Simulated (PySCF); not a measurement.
SMILES s1c(C(F)(F)F)ccc1[Si](F)(F)F (C5H2F6SSi) at its GFN2-xTB optimised geometry (Å):

```
15

F     -2.3498    -2.4590     1.0195
C     -1.4829    -2.4514    -0.0078
F     -2.2296    -2.5324    -1.1241
F     -0.7867    -3.5928     0.0687
C     -0.5919    -1.2590     0.0000
C      0.7749    -1.2590     0.0000
C      1.2978     0.0433     0.0000
C      0.3349     1.0203    -0.0009
Si     0.5967     2.8565    -0.0026
F     -0.0438     3.5928    -1.2488
F     -0.0107     3.5920     1.2607
F      2.1378     3.2184    -0.0224
S     -1.2529     0.3299    -0.0017
H      1.3687    -2.1547     0.0012
H      2.3498     0.2625     0.0006
```

Method: B3LYP/def2-TZVP (PySCF). Cells within 0.4 Å of a nucleus heavier than hydrogen are left out (blank, or x).

Map of the electrostatic potential (hartree/e), clipped to [-0.08, 0.12] on the plane z = 1.2 Å:

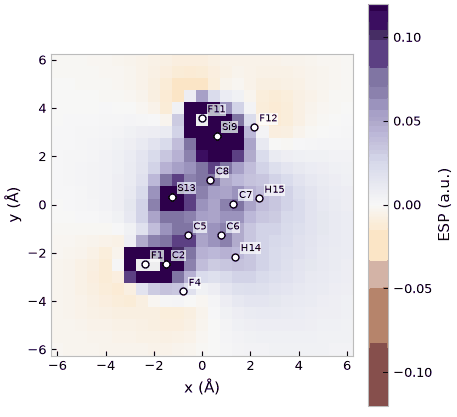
Fig. 1. Electrostatic potential (hartree/e), clipped to [-0.08, 0.12] on the plane z = 1.2 Å.
